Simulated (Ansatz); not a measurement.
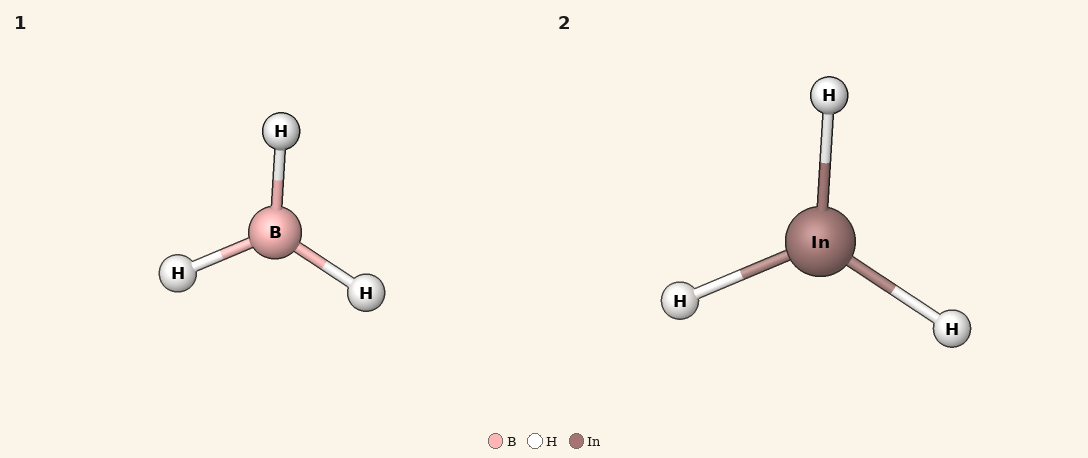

2 molecules with one skeleton, seen from the same side and at one scale. Each species is neutral and a spin singlet. Computed geometries: PBE0-D4/def2-TZVP optimisations, one conformation each. Properties computed with Ansatz 0.2.0. Elements past Kr carry core potentials.

One atom differs, called X below: B in panel 1, In in panel 2. Their formulas are BH3 (`B`), InH3 (`[InH3]`).

### In which is the HOMO energy (Kohn–Sham orbital) higher (r2SCAN-D4/def2-TZVPP)?

In panel 2 (X = In).

### In which is the HOMO–LUMO gap larger (r2SCAN-D4/def2-TZVPP)?

In panel 1 (X = B).

Give the values. With PBE0-D4/def2-TZVP: mean length of X–H (Å), mean angle H–X–H (°), harmonic zero-point energy (kJ/mol). With r2SCAN-D4/def2-TZVPP: HOMO energy (Kohn–Sham orbital) (eV), HOMO–LUMO gap (eV), vertical ionisation energy (eV).

```csv
quantity,1 (B),2 (In),2 − 1
mean length of X–H (Å),1.193,1.724,+0.531
mean angle H–X–H (°),120.0,120.0,0.0
HOMO energy (Kohn–Sham orbital) (eV),−8.82,−7.29,+1.53
HOMO–LUMO gap (eV),6.27,4.97,−1.30
vertical ionisation energy (eV),12.94,10.44,−2.50
harmonic zero-point energy (kJ/mol),68.7,43.7,−25.0
```
